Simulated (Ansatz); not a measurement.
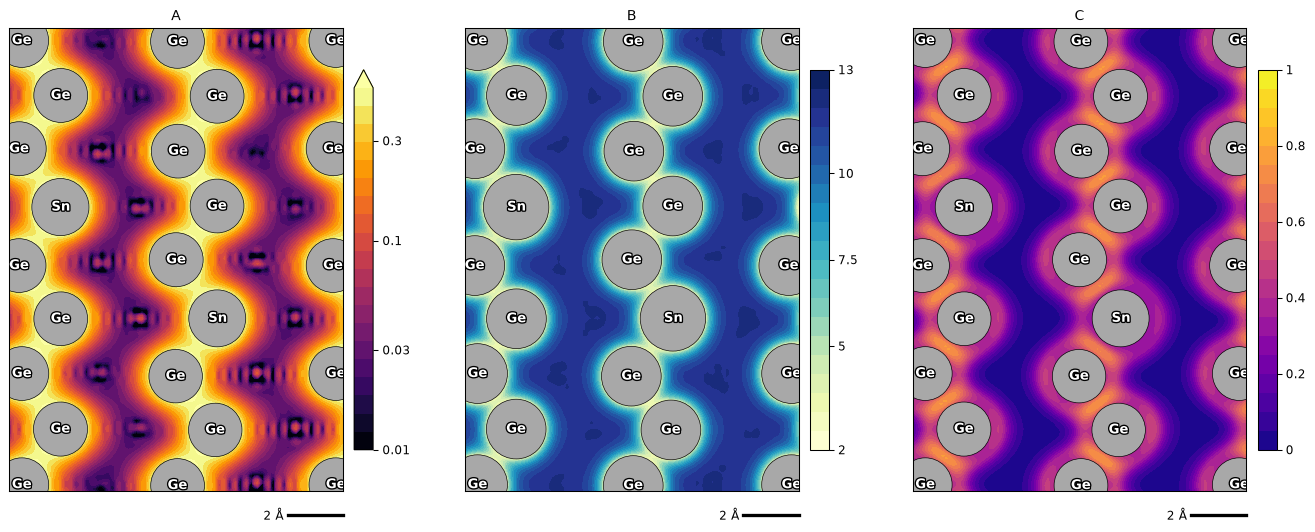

SnGe₁₅: 3 fields on the (011̄) plane of the conventional cell, with unlabelled colour scales. Grey discs cover the atomic cores.

Space group P1.

Level of theory: DFT LDA, scalar-relativistic, plane waves, PAW (Ansatz 0.2.0).

### Which field does each panel show? The fields are: electron localisation function, electrostatic potential energy of an electron and valence pseudo-density.

Panel A: valence pseudo-density. Panel B: electrostatic potential energy of an electron (low next to the atoms, rising into the space between them). Panel C: electron localisation function. From the grid: Ge–Ge (2.44 Å): the density is about 0.5 e/Å³ at the midpoint; the ELF peaks at about 0.75 between the atoms. Sn–Ge (2.59 Å): ρ is about 0.45 e/Å³ halfway; the ELF peaks at about 0.70 between the atoms.
